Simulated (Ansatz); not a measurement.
# Lattice dynamics of Tl2Te (model cell, started as cuprite)

How does Tl2Te (model cell, started as cuprite) vibrate, and is this structure a minimum?

Program: Ansatz 0.2.0. Level of theory: DFT PBEsol, scalar-relativistic, plane waves, PAW. Results are calculated unless marked as measured.

The structure was built from a prototype and need not be the compound's stable phase.

### 1. Set-up

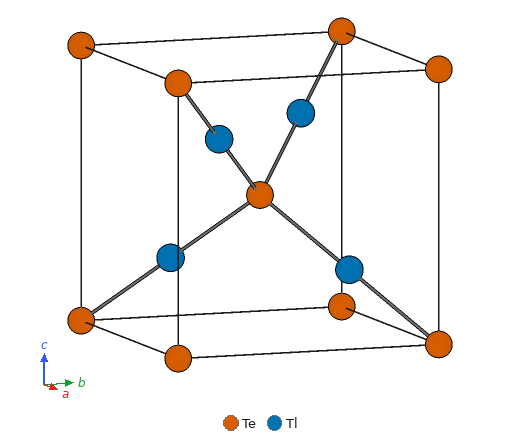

The cell as given, slightly off an axis (tellurium orange, thallium blue). Bonds to atoms that aren't drawn are left out. Some periodic images of atoms are drawn too.

### 2. Relaxation, smearing width 0.02 eV

The cell and atoms are relaxed, since residual forces and stress would shift the frequencies.

input.yaml reads:

```yaml
crystal:
  lattice:
    - [7.53973, 0.0, 0.0]
    - [0.0, 7.53973, 0.0]
    - [0.0, 0.0, 7.53973]
  atoms:
    - { symbol: Te, position: [0.0, 0.0, 0.0] }
    - { symbol: Te, position: [0.5, 0.5, 0.5] }
    - { symbol: Tl, position: [0.25, 0.25, 0.25] }
    - { symbol: Tl, position: [0.75, 0.75, 0.25] }
    - { symbol: Tl, position: [0.75, 0.25, 0.75] }
    - { symbol: Tl, position: [0.25, 0.75, 0.75] }
kpoints:
  mp_grid: { grid: [4, 4, 4] }
hamiltonian:
  xc: pbesol
scf:
  occupations: { method: gaussian, width: 0.02 }
output:
  forces: true
  stress: true
  eigenvalues: true
  write_density: true
  write_potential: true
  elf: true
  volumetric_format: npy
relax:
  adjacent_minimum: "off"
  f_tol: 0.005
  max_steps: 80
  cell: { stress_tol: 0.05 }
```

Launch:

```sh
> ansatz run input.yaml --threads 8 --pin off --max-ram 14336MiB --backend cpu --events-out ev --progress --plain --runs-dir out
```

Numbers of over 12 decimals in the logs are rounded to 6 here.

Output:

```text
Engine: ansatz 0.2.0, aarch64-unknown-linux-gnu
Pseudopotentials: kind: paw
Pseudopotential: Te, paw, valence charge 16, recommended cutoff 420 eV (normal), Te.paw.azcp
Pseudopotential: Tl, paw, valence charge 13, recommended cutoff 420 eV (normal), Tl.paw.azcp
Functional definition: PBEsol
  exchange = pbesol_x
  correlation = pbesol_c
Crystal: 6 atoms, lattice volume = 428.615 Å³
Basis set: ecut = 420 eV, 8385 PW (Γ), exchange–correlation on 108×108×108 points (8 copies of the dense FFT grid, shifted against one another)
Bands: 51, of which v1, the nominal top of the filled ones, is band 42 counted from 1 (41 counted from 0)
Symmetry: 48 space group operations
Space group: Pn-3m (ITA 224), of the structure as read, at distance tolerance 7.5e-5 Å
k-points: 10 of 64
Non-local potential: Te, projectors of the file, l = 0: 2, l = 1: 2, l = 2: 2, l = 3: 2
Non-local potential: Tl, projectors of the file, l = 0: 2, l = 1: 2, l = 2: 2, l = 3: 1
PAW form: soft (Blöchl's): semilocal exchange-correlation on the pseudo side does not see the compensation charge
PAW frozen core: Te, regenerated for the run's functional, and the local potential with it (the file was generated under x = pbe(κ = 0.804, μ = 0.219515), c = pbe(β = 0.066725))
PAW frozen core: Tl, regenerated for the run's functional, and the local potential with it (the file was generated under x = pbe(κ = 0.804, μ = 0.219515), c = pbe(β = 0.066725))
PAW one-centre angular grid: Te, 590 points (default); XC on 64 Gauss nodes
PAW one-centre angular grid: Tl, 590 points (default); XC on 64 Gauss nodes
Initial density: superposition of atomic densities (neutral atoms: chi_scale 0, normalization atom), corrected by the library's trained network
Initial wavefunctions: pseudopotential atomic-orbital guess
Functional: x = pbesol(κ = 0.804, μ = 0.123457), c = pbesol(β = 0.046)
SCF iter   1: F=—  HF=-58983.315502 eV  |F-HF|=—  |Δ(HF+E_count)|=         —  Δρ=3.03e-3  dr2=1.05e-1  ethr=1.77e-3  ⟨swp⟩=7.7  Hψ=1901  notcnv=0
preconditioner: auto → Resta (q_TF=auto, 2.079 Å⁻¹)  ε∞=2.8  [insulator: Δε(μ)=0.440 eV  Ē_g=10.645 eV  σ=0.020 eV  W_gap=1.00  n_scr=80 (ndim 8)  ℏωp=14.3 eV  f_vac=0.366  D(μ)=0.00/eV (n_scr^D=0)  ε∞_Penn≈2.8]
SCF iter   2: F=—  HF=-58983.288846 eV  |F-HF|=—  |Δ(HF+E_count)|=   2.67e-2  Δρ=8.46e-4  dr2=3.11e-3  ethr=1.26e-4  ⟨swp⟩=3.0  Hψ=837  notcnv=0  defer=24
SCF iter   3: F=—  HF=-58983.290513 eV  |F-HF|=—  |Δ(HF+E_count)|=   1.67e-3  Δρ=3.12e-4  dr2=7.22e-4  ethr=3.70e-6  ⟨swp⟩=2.0  Hψ=967  notcnv=0  defer=24
SCF iter   4: F=—  HF=-58983.291777 eV  |F-HF|=—  |Δ(HF+E_count)|=   1.26e-3  Δρ=1.14e-4  dr2=1.15e-4  ethr=8.60e-7  ⟨swp⟩=2.0  Hψ=642  notcnv=0  defer=24
SCF iter   5: F=—  HF=-58983.292124 eV  |F-HF|=—  |Δ(HF+E_count)|=   3.47e-4  Δρ=3.55e-5  dr2=1.02e-5  ethr=1.37e-7  ⟨swp⟩=2.0  Hψ=606  notcnv=0  defer=24
SCF iter   6: F=—  HF=-58983.292325 eV  |F-HF|=—  |Δ(HF+E_count)|=   2.02e-4  Δρ=1.13e-5  dr2=1.28e-6  ethr=1.21e-8  ⟨swp⟩=2.0  Hψ=804  notcnv=0  defer=24
SCF iter   7: F=-58983.292330 eV  HF=-58983.292330 eV  |F-HF|=6.73e-8  |Δ(HF+E_count)|=   4.99e-6  Δρ=3.10e-6  dr2=3.83e-8  ethr=1.19e-10  ⟨swp⟩=14.8  Hψ=4002  notcnv=0
SCF 1 converged in 7 iterations: F = -58983.292330 eV  dr2 = 3.83e-8
  greatest PAW one-centre occupation: 0.998 electrons in one spin orbital (limit 2), on the Te atom at site 1 (counted from 0), in its partial waves of l = 2
relax step   1: F+E_penalty+E_count = -58983.29233044 eV  Δ(F+E_penalty+E_count) = +0.000e0 eV  max|allowed force component| = 1.205e-19 eV/Å  Δτ_max = 0.0000 Å  P = -0.720 GPa  Ω = 428.615 Å³  (7 SCF iters, dr2 threshold 1.00e-7 eV, accepted)
Crystal: 6 atoms, lattice volume = 413.162 Å³
Basis set: ecut = 420 eV, 8121 PW (Γ), exchange–correlation on 108×108×108 points (8 copies of the dense FFT grid, shifted against one another)
Initial density: handed on by an earlier stage of this run
Initial wavefunctions: those handed on with the density
iter 1 solved again at ethr=6.38e-6 eV; its pass at ethr=3.10e-3 eV (dr2=5.36e-3 eV) is discarded
SCF iter   1: F=—  HF=-58983.353128 eV  |F-HF|=—  |Δ(HF+E_count)|=         —  Δρ=6.39e-4  dr2=5.93e-3  ethr=6.38e-6  ⟨swp⟩=2.3  Hψ=2519  notcnv=0
preconditioner: auto → Resta (q_TF=auto, 2.092 Å⁻¹)  ε∞=2.9  [insulator: Δε(μ)=0.199 eV  Ē_g=10.697 eV  σ=0.020 eV  W_gap=1.00  n_scr=80 (ndim 8)  ℏωp=14.6 eV  f_vac=0.363  D(μ)=0.00/eV (n_scr^D=0)  ε∞_Penn≈2.9]
SCF iter   2: F=—  HF=-58983.351736 eV  |F-HF|=—  |Δ(HF+E_count)|=   1.39e-3  Δρ=1.45e-4  dr2=1.58e-4  ethr=6.38e-6  ⟨swp⟩=2.0  Hψ=595  notcnv=0
SCF iter   3: F=—  HF=-58983.351935 eV  |F-HF|=—  |Δ(HF+E_count)|=   2.00e-4  Δρ=8.86e-5  dr2=7.17e-5  ethr=1.88e-7  ⟨swp⟩=2.4  Hψ=884  notcnv=0
SCF iter   4: F=—  HF=-58983.351979 eV  |F-HF|=—  |Δ(HF+E_count)|=   4.42e-5  Δρ=1.89e-5  dr2=5.08e-6  ethr=8.54e-8  ⟨swp⟩=2.0  Hψ=610  notcnv=0
SCF iter   5: F=-58983.351991 eV  HF=-58983.351990 eV  |F-HF|=1.04e-6  |Δ(HF+E_count)|=   1.03e-5  Δρ=7.95e-6  dr2=4.71e-7  ethr=7.14e-10  ⟨swp⟩=13.9  Hψ=4489  notcnv=0
SCF 2 converged in 5 iterations: F = -58983.351991 eV  dr2 = 4.71e-7
  Residual-converged pass: ⟨swp⟩=1.2  Hψ=552  notcnv=0  max |occ|·‖R‖ = 7.0e-9 eV (tolerance 1.0e-8 eV)  dr2=4.71e-7  dr2_onsite=3.53e-8  max |Δocc| = 6.1e-21
relax step   2: F+E_penalty+E_count = -58983.35199084 eV  Δ(F+E_penalty+E_count) = -5.966e-2 eV  max|allowed force component| = 2.554e-18 eV/Å  Δτ_max = 0.0000 Å  P = -0.481 GPa  Ω = 413.162 Å³  energy of the carried Pulay correction = +1.335e-3 eV  (5 SCF iters, dr2 threshold 6.00e-7 eV, accepted)
Crystal: 6 atoms, lattice volume = 385.199 Å³
Basis set: ecut = 420 eV, 7497 PW (Γ), exchange–correlation on 108×108×108 points (8 copies of the dense FFT grid, shifted against one another)
iter 1 solved again at ethr=3.61e-5 eV; its pass at ethr=3.10e-3 eV (dr2=3.03e-2 eV) is discarded
SCF iter   1: F=—  HF=-58983.397903 eV  |F-HF|=—  |Δ(HF+E_count)|=         —  Δρ=1.51e-3  dr2=3.26e-2  ethr=3.61e-5  ⟨swp⟩=3.0  Hψ=2545  notcnv=0
preconditioner: auto → LDOS  [insulator: Δε(μ)=0.168 eV  Ē_g=10.758 eV  σ=0.020 eV  W_gap=0.56  n_scr=80 (ndim 8)  ℏωp=15.1 eV  f_vac=0.340  D(μ)=4.25/eV (n_scr^D=18)  ε∞_Penn≈3.0  β→1.0]
SCF iter   2: F=—  HF=-58983.391760 eV  |F-HF|=—  |Δ(HF+E_count)|=   6.14e-3  Δρ=3.11e-4  dr2=6.81e-4  ethr=3.61e-5  ⟨swp⟩=3.0  Hψ=747  notcnv=0
preconditioner: auto → Resta (q_TF=auto, 2.117 Å⁻¹)  ε∞=3.0  [insulator: Δε(μ)=0.076 eV  Ē_g=10.766 eV  σ=0.020 eV  W_gap=0.99  n_scr=80 (ndim 8)  ℏωp=15.1 eV  f_vac=0.340  D(μ)=0.12/eV (n_scr^D=0)  ε∞_Penn≈3.0  β→0.5]
SCF iter   3: F=—  HF=-58983.391718 eV  |F-HF|=—  |Δ(HF+E_count)|=   4.16e-5  Δρ=1.19e-4  dr2=7.75e-5  ethr=8.11e-7  ⟨swp⟩=2.0  Hψ=930  notcnv=0
SCF iter   4: F=—  HF=-58983.391962 eV  |F-HF|=—  |Δ(HF+E_count)|=   2.44e-4  Δρ=3.83e-5  dr2=1.79e-5  ethr=9.22e-8  ⟨swp⟩=2.0  Hψ=597  notcnv=0
SCF iter   5: F=—  HF=-58983.391987 eV  |F-HF|=—  |Δ(HF+E_count)|=   2.49e-5  Δρ=1.23e-5  dr2=1.28e-6  ethr=2.14e-8  ⟨swp⟩=2.2  Hψ=821  notcnv=0
SCF iter   6: F=-58983.391990 eV  HF=-58983.391990 eV  |F-HF|=1.82e-7  |Δ(HF+E_count)|=   3.08e-6  Δρ=4.53e-6  dr2=1.20e-7  ethr=6.89e-10  ⟨swp⟩=12.3  Hψ=4048  notcnv=0
SCF 3 converged in 6 iterations: F = -58983.391990 eV  dr2 = 1.20e-7
relax step   3: F+E_penalty+E_count = -58983.39199022 eV  Δ(F+E_penalty+E_count) = -4.000e-2 eV  max|allowed force component| = 1.879e-18 eV/Å  Δτ_max = 0.0000 Å  P = +0.086 GPa  Ω = 385.199 Å³  energy of the carried Pulay correction = +3.975e-3 eV  (6 SCF iters, dr2 threshold 5.79e-7 eV, accepted)
[...]
relax step   4: F+E_penalty+E_count = -58983.39255997 eV  Δ(F+E_penalty+E_count) = -5.697e-4 eV  max|allowed force component| = 2.120e-18 eV/Å  Δτ_max = 0.0000 Å  P = -0.007 GPa  Ω = 389.175 Å³  energy of the carried Pulay correction = +3.580e-3 eV  (6 SCF iters, dr2 threshold 1.83e-8 eV, accepted)
Basis set: ecut = 420 eV, 7521 PW (Γ), exchange–correlation on 100×100×100 points (8 copies of the dense FFT grid, shifted against one another)
Initial wavefunctions: pseudopotential atomic-orbital guess (no wavefunctions were taken with the density)
iter 1 solved again at ethr=9.64e-8 eV; its pass at ethr=3.10e-3 eV (dr2=8.10e-5 eV) is discarded
SCF iter   1: F=—  HF=-58983.389628 eV  |F-HF|=—  |Δ(HF+E_count)|=         —  Δρ=8.63e-5  dr2=4.97e-6  ethr=9.64e-8  ⟨swp⟩=3.6  Hψ=3686  notcnv=0
preconditioner: auto → Resta (q_TF=auto, 2.113 Å⁻¹)  ε∞=3.0  [insulator: Δε(μ)=0.097 eV  Ē_g=10.749 eV  σ=0.020 eV  W_gap=1.00  n_scr=80 (ndim 8)  ℏωp=15.1 eV  f_vac=0.343  D(μ)=0.01/eV (n_scr^D=0)  ε∞_Penn≈3.0]
SCF iter   2: F=—  HF=-58983.389281 eV  |F-HF|=—  |Δ(HF+E_count)|=   3.47e-4  Δρ=4.27e-5  dr2=1.02e-6  ethr=5.91e-9  ⟨swp⟩=2.0  Hψ=810  notcnv=0
SCF iter   3: F=—  HF=-58983.389283 eV  |F-HF|=—  |Δ(HF+E_count)|=   1.57e-6  Δρ=8.06e-6  dr2=5.30e-8  ethr=1.21e-9  ⟨swp⟩=3.0  Hψ=930  notcnv=0
SCF iter   4: F=—  HF=-58983.389283 eV  |F-HF|=—  |Δ(HF+E_count)|=   6.85e-8  Δρ=7.75e-7  dr2=4.02e-9  ethr=6.31e-11  ⟨swp⟩=3.0  Hψ=842  notcnv=0
SCF iter   5: F=—  HF=-58983.389283 eV  |F-HF|=—  |Δ(HF+E_count)|=  4.58e-10  Δρ=1.64e-7  dr2=8.51e-11  ethr=4.79e-12  ⟨swp⟩=2.0  Hψ=930  notcnv=0
SCF iter   6: F=-58983.389283 eV  HF=-58983.389283 eV  |F-HF|=2.18e-11  |Δ(HF+E_count)|=  7.28e-11  Δρ=3.78e-8  dr2=3.28e-12  ethr=1.00e-12  ⟨swp⟩=6.2  Hψ=2247  notcnv=0
SCF 5 converged in 6 iterations: F = -58983.389283 eV  dr2 = 3.28e-12
relax step   5: F+E_penalty+E_count = -58983.38928275 eV  Δ(F+E_penalty+E_count) = +3.277e-3 eV  max|allowed force component| = 1.855e-18 eV/Å  Δτ_max = 0.0000 Å  P = -0.011 GPa  Ω = 389.175 Å³  stress off target by 1.13e-2 GPa  SCF on the basis re-selected at this cell (its energy is not comparable with the rows above)  (6 SCF iters)
basis re-selected at this cell: Δ(F+E_penalty+E_count) = +3.277e-3 eV, ΔP = -0.004 GPa vs the last step (what re-selecting the basis moved, of the pressure what is left beyond the Pulay correction that the steps carried, after the strain that the cell walked since its last selection, with what the two solves' SCF thresholds leave and, on support functions, any second-order correction that the steps lacked; it is no measure of the basis error at this ecutwfc). The dense FFT grid was sized anew with the basis: this SCF ran on 50×50×50 points, the steps before it on 54×54×54, so part of this shift can come from that change (see relax.cell in the input reference). [rest of the remark cut]
SCF converged after 6 iterations
Free energy (F): -58983.389283 eV
Harris-Foulkes:  -58983.389283 eV  (|F-HF|=2.18e-11)
Internal energy: -58983.389280 eV  (E = F + TS)
E sigma→0 (E₀):  -58983.389282 eV
Entropy (-TS):   -0.000002 eV (-0.000 meV/atom)
Fermi energy:    2.662694 eV
--- Per-component energies (eV) ---
  E_band       = -1061.045950
  E_kinetic    = 1686.855303
  E_local      = -9987.432030  (includes V_loc(G=0)·N_el)
  E_nonlocal   = 663.448280
  E_hartree    = 4595.707340
  E_xc         = -1158.854263
  E_vxc        = -771.561488  (∫ρ·V_xc dr)
  E_paw        = -49232.162945  (= ΣΔE_a)
  E_vpaw       = -1843.770472  (= ΣTr[D̂ρ^β])
  E_aug_tail   = -0.000239  (compensation charges beyond the density's cutoff)
  E_ewald      = -5551.853418
  E_core_change = 0.902691  (= ΣΔE_core)
  E_smearing   = -0.000002  (= −TS)
  E_closure    = 0.000000  (closes the sum)
  Σ components = -58983.389283   (vs F -58983.389283, Δ=0.00e0)
--- Forces (eV/Å), atoms counted from 1 ---
  atom   1  Te     0.00000000     0.00000000    -0.00000000
  atom   2  Te    -0.00000000    -0.00000000     0.00000000
  atom   3  Tl     0.00000000    -0.00000000     0.00000000
  atom   4  Tl     0.00000000    -0.00000000    -0.00000000
  atom   5  Tl     0.00000000     0.00000000     0.00000000
  atom   6  Tl     0.00000000     0.00000000     0.00000000
  max |Σ_I F_I| component: 1.45e-19 eV/Å
--- Stress (GPa, compression-positive) ---
       -0.011340      -0.000000       0.000000
       -0.000000      -0.011340      -0.000000
        0.000000      -0.000000      -0.011340
  P = ⅓ Tr σ = -0.0113 GPa (-0.113 kbar)
--- Band table (eV; the first three rows and the last of 10) ---
  k-point 0: bands = [... 38 lower, 0.4260, 2.5074, 2.5074, 2.5074, 2.7104, 2.7104, 4.4534, 4.4534, ... 5 higher]
  k-point 1: bands = [... 38 lower, 0.7604, 2.1252, 2.4005, 2.4005, 2.8767, 3.0902, 4.0278, 4.5029, ... 5 higher]
  k-point 2: bands = [... 38 lower, 1.4689, 1.4689, 2.3160, 2.3160, 3.3525, 3.3525, 3.6912, 3.6912, ... 5 higher]
  k-point 9: bands = [... 38 lower, 0.1828, 2.6134, 2.6134, 2.6134, 3.3585, 3.3585, 3.3585, 4.9319, ... 5 higher]
--- Relaxed structure (4 steps of the walk, 4 accepted, 1 SCFs on fresh bases) ---
  F+E_penalty+E_count = -58983.38928275 eV   max|allowed force component| = 1.855e-18 eV/Å   (the final SCF, on the basis selected at the relaxed cell)
  cell:  # Å, volume = 389.1754 Å³
    - [7.300991, 0, 0]
    - [0, 7.300991, 0]
    - [0, 0, 7.300991]
  atoms:
    - { symbol: Te, position: [0, 0, 0] }
    - { symbol: Te, position: [0.5, 0.5, 0.5] }
    - { symbol: Tl, position: [0.25, 0.25, 0.25] }
    - { symbol: Tl, position: [0.75, 0.75, 0.25] }
    - { symbol: Tl, position: [0.75, 0.25, 0.75] }
    - { symbol: Tl, position: [0.25, 0.75, 0.75] }
```

Wall time 9.1 s (8 threads of Arm Neoverse V2, shared host); peak memory 1.3 GiB.

Step by step:

```tsv
step	energy less that of the first step (eV)	largest force component (eV/Å)	pressure (GPa)	volume (Å³)
1	0.0000	0.0000	-0.72	428.62
2	-0.0597	0.0000	-0.48	413.16
3	-0.0997	0.0000	0.09	385.20
4	-0.1002	0.0000	-0.01	389.18
5*	-0.0970	0.0000	-0.01	389.18
```

Relaxation steps marked * repeat the geometry before them on a plane-wave basis chosen anew for their cell, so energy and pressure can jump there.

The run keeps the 48 symmetry operations that it works with, so distortions that break them were not tested.

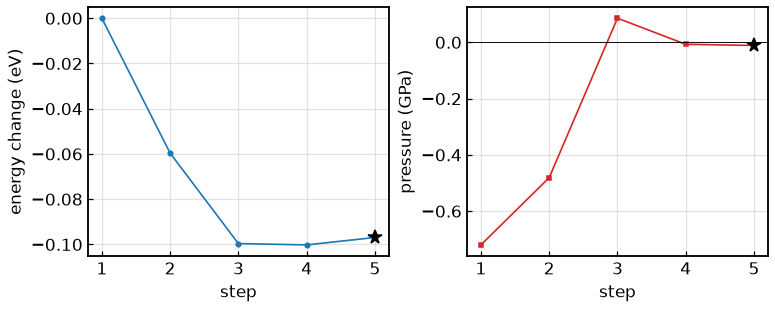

Energy and pressure along the relaxation. Stars mark steps on a basis chosen anew.

```tsv
conventional cell, symmetrised	before	after	change
a (Å)	7.540	7.301	-3.2 %
b (Å)	7.540	7.301	-3.2 %
c (Å)	7.540	7.301	-3.2 %
volume (Å³/atom)	71.44	64.86	-9.2 %
```

Final coordinates:

```xyz
6
Lattice="7.3010 0.0000 0.0000 0.0000 7.3010 0.0000 0.0000 0.0000 7.3010" Properties=species:S:1:pos:R:3 pbc="T T T"
Te    0.0000    0.0000    0.0000
Te    3.6505    3.6505    3.6505
Tl    1.8252    1.8252    1.8252
Tl    5.4757    5.4757    1.8252
Tl    5.4757    1.8252    5.4757
Tl    1.8252    5.4757    5.4757
```

Numbers from this step:

```yaml
pressure: -0.01134 GPa
volume_per_atom: 64.86 Å³
gap_on_the_k_mesh: 0.09704 eV
direct_gap_on_mesh: 0.2030 eV
```

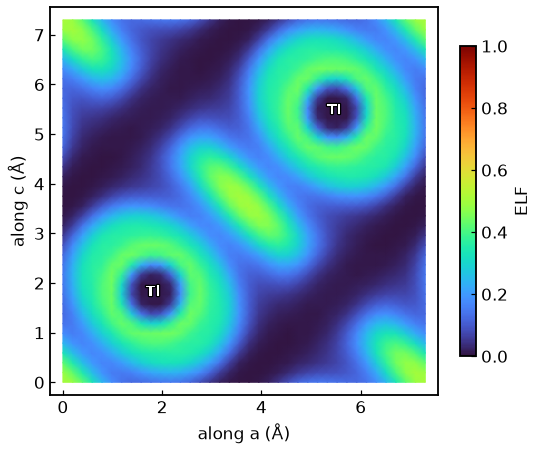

ELF in the ac plane at fractional y = 0.250, with atoms of Tl within 0.2 Å of it. It is the smooth field of the valence electrons, not physical close to the nuclei.

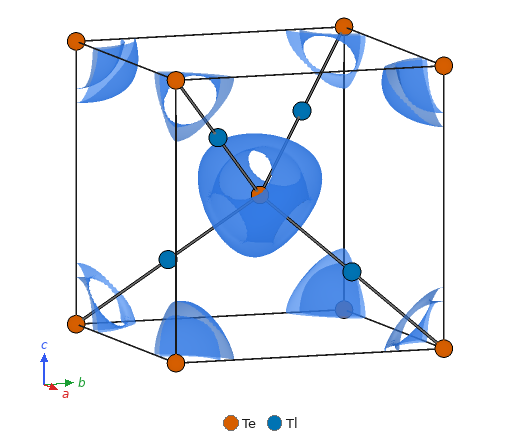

Surface of ELF = 0.66. Bonds to atoms that aren't drawn are left out.

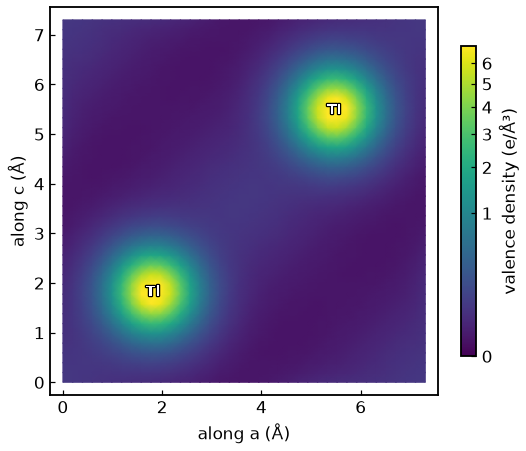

Valence density in the ac plane at fractional y = 0.250, with atoms of Tl within 0.2 Å of it. It is the smooth field of the valence electrons, not physical close to the nuclei. The colour scale is stretched toward low values.

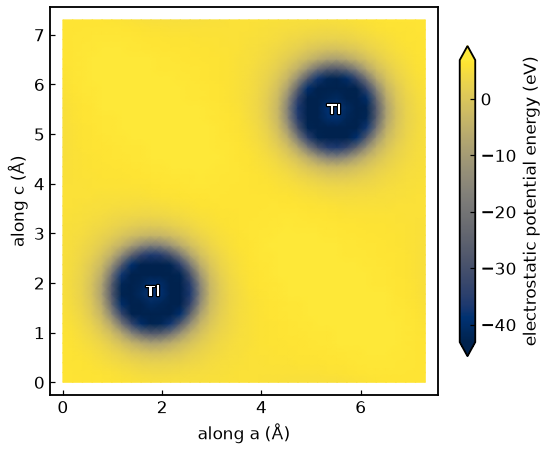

Electrostatic potential energy in the ac plane at fractional y = 0.250, with atoms of Tl within 0.2 Å of it. With pseudopotentials it is smooth inside the atoms' cores, unlike the true potential.

In this step the volume went from 71.44 to 64.86 Å³/atom.

### 3. Relaxation, smearing width 0.01 eV

The relaxation is repeated from its end, on the mesh and smearing that suit the cell and gap now reached.

input.yaml, the sections that differ from step 2:

```yaml
crystal:
  lattice:
    - [7.3009906971, 0.0, 0.0]
    - [0.0, 7.3009906971, 0.0]
    - [0.0, 0.0, 7.3009906971]
  atoms:
    - { symbol: Te, position: [0.0, 0.0, 0.0] }
    - { symbol: Te, position: [0.5, 0.5, 0.5] }
    - { symbol: Tl, position: [0.25, 0.25, 0.25] }
    - { symbol: Tl, position: [0.75, 0.75, 0.25] }
    - { symbol: Tl, position: [0.75, 0.25, 0.75] }
    - { symbol: Tl, position: [0.25, 0.75, 0.75] }
scf:
  occupations: { method: gaussian, width: 0.01 }
output:
  forces: true
  stress: true
  eigenvalues: true
# kpoints, hamiltonian, relax: as in step 2
```

Output:

```text
[...]
Crystal: 6 atoms, lattice volume = 389.175 Å³
Basis set: ecut = 420 eV, 7521 PW (Γ), exchange–correlation on 100×100×100 points (8 copies of the dense FFT grid, shifted against one another)
Bands: 51, of which v1, the nominal top of the filled ones, is band 42 counted from 1 (41 counted from 0)
Symmetry: 48 space group operations
[...]
k-points: 10 of 64
[...]
cell:  # Å, volume = 389.1754 Å³
    - [7.3009906971, 0.0, 0.0]
    - [0.0, 7.3009906971, 0.0]
    - [0.0, 0.0, 7.3009906971]
  atoms:
    - { symbol: Te, position: [0.0, 0.0, 0.0] }
    - { symbol: Te, position: [0.5, 0.5, 0.5] }
    - { symbol: Tl, position: [0.25, 0.25, 0.25] }
    - { symbol: Tl, position: [0.750000, 0.750000, 0.25] }
    - { symbol: Tl, position: [0.750000, 0.25, 0.750000] }
    - { symbol: Tl, position: [0.25, 0.750000, 0.750000] }
[key lines of the parts left out:]
SCF converged after 5 iterations
Free energy (F): -58983.389283 eV
Fermi energy:    2.662125 eV
P = ⅓ Tr σ = -0.0113 GPa (-0.113 kbar)
```

Run time: 3.2 s. Hardware: 8 threads; peak memory 1.2 GiB.

Little changed from the start: no atom moved by 0.005 Å and no cell edge by 0.1 %.

This step gave:

- pressure: -0.01132 GPa
- gap on the k-mesh: 0.09703 eV

In this step the volume went from 64.86 to 64.86 Å³/atom.

[end of part 1 of 2]

[Logs are printed without paths, hosts, clocks, repeated set-up lines and the standing remarks that a program may print on its own settings, such as how far it seeks lower states.]

[Hosts, paths, dates, database ids (printed as entryN), source tags and the programs' standing remarks are cut or masked in the printed files.]
